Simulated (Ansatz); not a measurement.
InP (zinc blende)

```cif
data_In4P4
_chemical_formula_sum 'P4 In4'
_space_group_name_H-M_alt 'F-43m'
_space_group_IT_number 216
_space_group_name_Hall 'F -4 2 3'
_cell_length_a 5.90685
_cell_length_b 5.90685
_cell_length_c 5.90685
_cell_angle_alpha 90.000
_cell_angle_beta 90.000
_cell_angle_gamma 90.000
loop_
_atom_site_label
_atom_site_type_symbol
_atom_site_symmetry_multiplicity
_atom_site_Wyckoff_symbol
_atom_site_fract_x
_atom_site_fract_y
_atom_site_fract_z
_atom_site_occupancy
P1 P 4 d 0.75000 0.75000 0.75000 1
In1 In 4 a 0.00000 0.00000 0.00000 1
```
(The calculation used a cell of 2 atoms; values per cell refer to that cell.)

This relaxed cell (volume V₀) is scaled evenly in all directions, its shape held. Symmetry pins the atoms to their sites.

These are r2SCAN (plane waves to 500 eV, PAW, scalar-relativistic; Ansatz, a first-principles code) values and carry that method's errors. k mesh 10×10×10 (Γ-centred), Fermi-Dirac smearing 0.05 eV. Energies are smeared free energies. InP was relaxed with its symmetry unable to fall. ΔE is measured from the relaxed starting cell.

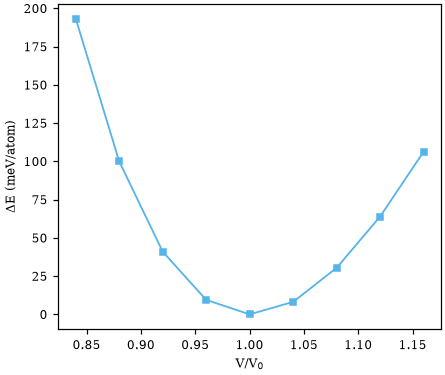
*ΔE (meV/atom) against V/V₀; markers are the computed points, lines only join them.*

Question: What is ΔE at V/V₀ = 1.160?

Answer: About 110 meV/atom.

Question: What is ΔE at V/V₀ = 0.840?

Answer: About 190 meV/atom.

Question: What bulk modulus B₀ follows from a third-order Birch-Murnaghan fit?

Answer: About 68 GPa.

(Under strain, the slope of the energy per volume gives the stress and its curvature an elastic modulus.)
